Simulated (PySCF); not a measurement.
**AlSiH5 (AlH2(SiH3)): levels of theory compared**

Wanted: a comparison of 6 runs (B2PLYP/STO-3G, PBE/STO-3G, PBE0/STO-3G, wB97X-V/STO-3G, CCSDTQ/STO-3G, NEVPT2(2,2)/STO-3G) of AlSiH5 (AlH2(SiH3)). The job is set up through a Python script.

The calculation is run with PySCF 2.14.0.

1 further run of the same task is left out (set aside as unsound or not needed).

## Step 1: The molecule

The species is AlSiH5 (7 atoms), meant as a singlet with charge 0. As SMILES, `[H][Al]([H])[SiH3]`. The Si4–H7 distance was set to 2.223 Å, away from the relaxed value. At this shape a bond of the SMILES string is far longer than usual.

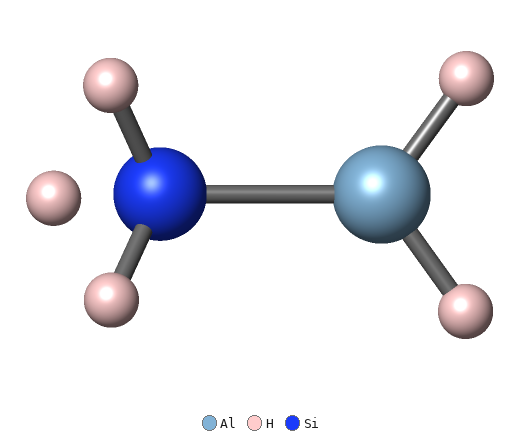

Viewed from a chosen angle; aluminium light blue, hydrogen pink, silicon blue.

## Step 2: The energy at B2PLYP/STO-3G (run 1)

The input, calc.py:

```python
from pyscf import gto, dft, mp

mol = gto.M(
    atom=[
    ('Al', (0.827164, 1.489318, 0.672402)),
    ('H', (2.384534, 1.652618, 0.725012)),
    ('H', (0.192504, 2.920808, 0.651962)),
    ('Si', (-0.378266, -0.610172, 0.651792)),
    ('H', (-1.712306, -0.548792, 1.294162)),
    ('H', (0.316734, -1.705072, 1.369672)),
    ('H', (-0.795620, -1.472990, -1.353750)),
],
    basis='sto-3g',
    max_memory=1860,
    spin=0,
    verbose=4,
)

mf = dft.RKS(mol, xc='0.53*HF + 0.47*B88, 0.73*LYP')
mf.grids.level = 5
mf.conv_tol = 1e-10
mf.kernel()
if not mf.converged:
    mf = mf.newton().run(mf.mo_coeff, mf.mo_occ)

pt = mp.MP2(mf, frozen=10).run()
energy = mf.e_tot + 0.27 * pt.e_corr
print('PT2 part  %.8f' % (0.27 * pt.e_corr))
print('Final energy', energy)
```

On the command line:

```console
OMP_NUM_THREADS=1 python calc.py
```

The program printed:

```text
PySCF version 2.14.0

[... 75 lines left out ...]
converged SCF energy = -528.167020486725
[... 1 line left out ...]
******** <class 'pyscf.mp.mp2.RMP2'> ********
nocc = 6, nmo = 13
frozen orbitals 10
E(RMP2) = -528.291687601353  E_corr = -0.124667114628722
E(SCS-RMP2) = -528.312537619623  E_corr = -0.145517132897818
E_corr(same-spin) = -0.00471162075767154
E_corr(oppo-spin) = -0.119955493871051
PT2 part  -0.03366012
Final energy -528.2006806076745
```

Wall time 3.3 s (1 thread of Arm Neoverse V2, shared host); peak memory 0.22 GiB.

## Step 3: The energy at PBE/STO-3G (run 2)

The input, run.py:

```python
from pyscf import gto, dft

mol = gto.M(
    atom='''
Al     1.563113     2.814403     1.270656
H      4.506116     3.122995     1.370074
H      0.363780     5.519527     1.232030
Si    -0.714819    -1.153058     1.231708
H     -3.235789    -1.037067     2.445612
H      0.598541    -3.222119     2.588305
H     -1.503504    -2.783548    -2.558217
''',
    verbose=3,
    charge=0,
    basis='sto-3g',
    max_memory=1860,
    unit='bohr',
)

ks = dft.RKS(mol)
ks.xc = 'pbe'
ks.conv_tol = 1e-10
ks.grids.level = 5
ks.kernel()
if not ks.converged:
    ks = ks.newton().run(ks.mo_coeff, ks.mo_occ)

energy = ks.e_tot
print('E = %.10f Eh' % energy)
```

On the command line:

```console
OMP_NUM_THREADS=1 python run.py
```

The program printed:

```text
converged SCF energy = -528.180022502493
E = -528.1800225025 Eh
```

Wall time 3.3 s (1 thread of Arm Neoverse V2, shared host); peak memory 0.22 GiB.

Run 3 isn't shown in full; the table further down has it.

## Step 4: The energy at wB97X-V/STO-3G (run 4)

The input, input.py:

```python
from pyscf import gto, dft

molecule = gto.Mole()
molecule.atom = '''
Al       0.827164       1.489318       0.672402
H        2.384534       1.652618       0.725012
H        0.192504       2.920808       0.651962
Si      -0.378266      -0.610172       0.651792
H       -1.712306      -0.548792       1.294162
H        0.316734      -1.705072       1.369672
H       -0.795620      -1.472990      -1.353750
'''
molecule.spin = 0
molecule.charge = 0
molecule.basis = 'sto-3g'
molecule.max_memory = 1860
molecule.verbose = 3
molecule.build()

mf = dft.RKS(molecule)
mf.xc = 'wb97x-v'
mf.grids.level = 5
mf.conv_tol = 1e-10
mf.nlcgrids.level = 1
mf.kernel()
if not mf.converged:
    mf = mf.newton().run(mf.mo_coeff, mf.mo_occ)

energy = mf.e_tot
print('E = %.10f Eh' % energy)
```

On the command line:

```console
OMP_NUM_THREADS=1 python input.py
```

The program printed:

```text
converged SCF energy = -528.403707662
E = -528.4037076620 Eh
```

Wall time 22 s (1 thread of Arm Neoverse V2, shared host); peak memory 0.22 GiB.

Run 5 isn't shown in full; the table further down has it.

## Step 5: A single-point energy at NEVPT2(2,2)/STO-3G (run 6)

The input, run.py:

```python
import numpy
from pyscf import gto, scf, mp, mcscf, mrpt

system = gto.M(
    atom='''
Al     1.563113     2.814403     1.270656
H      4.506116     3.122995     1.370074
H      0.363780     5.519527     1.232030
Si    -0.714819    -1.153058     1.231708
H     -3.235789    -1.037067     2.445612
H      0.598541    -3.222119     2.588305
H     -1.503504    -2.783548    -2.558217
''',
    charge=0,
    verbose=4,
    basis='sto-3g',
    unit='bohr',
    max_memory=1860,
)

myscf = system.RHF()
myscf.conv_tol = 1e-10
myscf.kernel()
if not myscf.converged:
    myscf = myscf.newton().run(myscf.mo_coeff, myscf.mo_occ)

pt = mp.MP2(scf.addons.convert_to_uhf(myscf)).run()
noons, natorbs = mcscf.addons.make_natural_orbitals(pt)
print('natural occupations', numpy.round(noons[:40], 4))
cas = mcscf.CASSCF(myscf, 2, 2)
cas.fix_spin_(ss=0.0)
cas.natorb = True
cas.kernel(natorbs)
e_pt2 = mrpt.NEVPT(cas).kernel()
e_tot = cas.e_tot + e_pt2
print('E(%s) = %.9f' % ('NEVPT2', e_tot))
```

On the command line:

```console
OMP_NUM_THREADS=1 python run.py
```

The program printed:

```text
PySCF version 2.14.0

[... 59 lines left out ...]
converged SCF energy = -527.354016362965
[... 33 lines left out ...]
sorting_mo_energy = False
[... 18 lines left out ...]
1-step CASSCF converged in   2 macro ( 13 JK   5 micro) steps
[... 2 lines left out ...]
Natural orbital (expansion on meta-Lowdin AOs) in CAS space
[... 8 lines left out ...]
CASSCF energy = -527.409408444239
[... 2 lines left out ...]
******** <class 'pyscf.mrpt.nevpt2.NEVPT'> ********
NEVPT2 (1e+1e, 2o), ncore = 15, nvir = 6
root = 0
Natural occ [1.81257054 0.18742946]
Natural orbital (expansion on meta-Lowdin AOs) in CAS space
               #1        #2
0 Al 1s         -0.00022  -0.00020
0 Al 2s          0.00117   0.00093
0 Al 3s          0.07678   0.08476
[... 19 lines of this table left out ...]
6 H 1s          -0.75376   0.65626
<CAS-nat-orb|mo-hf>  16     16      -0.93875783
<CAS-nat-orb|mo-hf>  17     17       0.89676312
Sr    (-1)',   E = -0.00000000002525
Si    (+1)',   E = -0.00000000006309
Sijrs (0)  ,   E = -0.06332046143260
Sijr  (+1) ,   E = -0.00331963346452
Srsi  (-1) ,   E = -0.00255259888360
Srs   (-2) ,   E = -0.00006349923056
Sij   (+2) ,   E = -0.00040256187428
Sir   (0)' ,   E = -0.00243621057349
Nevpt2 Energy = -0.072094965547389
E(NEVPT2) = -527.481503410
```

Wall time 0.7 s (1 thread of Arm Neoverse V2, shared host); peak memory 0.12 GiB.

## Step 6: All runs side by side

```csv
run,level,frozen core orbitals,nlc grid,energy (Eh),dipole moment (D) of the reference,HOMO energy (eV),LUMO energy (eV),wall time
1,B2PLYP/STO-3G,10,–,-528.200681,1.27,-5.38,3.69,3.3 s
2,PBE/STO-3G,–,–,-528.180023,1.05,-3.60,1.23,3.3 s
3,PBE0/STO-3G,–,–,-528.255725,1.11,-4.58,2.27,2.8 s
4,wB97X-V/STO-3G,–,1,-528.403708,1.23,-6.79,4.55,22 s
5,CCSDTQ/STO-3G,10,–,-527.500958,1.47,-6.68,6.27,26 s
6,"NEVPT2(2,2)/STO-3G",–,–,-527.481503,1.47,-6.68,6.27,0.7 s
```

## Step 7: What came out

```
                                    quantity          value
                         run 6: total energy  -527.48150 Eh
 run 6: dipole moment (Hartree–Fock density)         1.47 D
  run 6: HOMO energy (Hartree–Fock orbitals)       -6.68 eV
  run 6: LUMO energy (Hartree–Fock orbitals)        6.27 eV
run 6: HOMO–LUMO gap (Hartree–Fock orbitals)       12.95 eV
```

In words: Over runs 1, 2, 3, 4 the dipole moment (its size) runs from 1.05 D (PBE/STO-3G) to 1.27 D (B2PLYP/STO-3G). A double hybrid's value is that of its SCF part. Over runs 1, 2, 3, 4 the HOMO–LUMO gap runs from 4.84 eV (PBE/STO-3G) to 11.33 eV (wB97X-V/STO-3G). Totals of different functionals can't be ranked against each other. In runs 1, 2, 3, 4, 5, 6 the basis is minimal, so the values are rough. All runs together took 58 s, the longest 26 s.
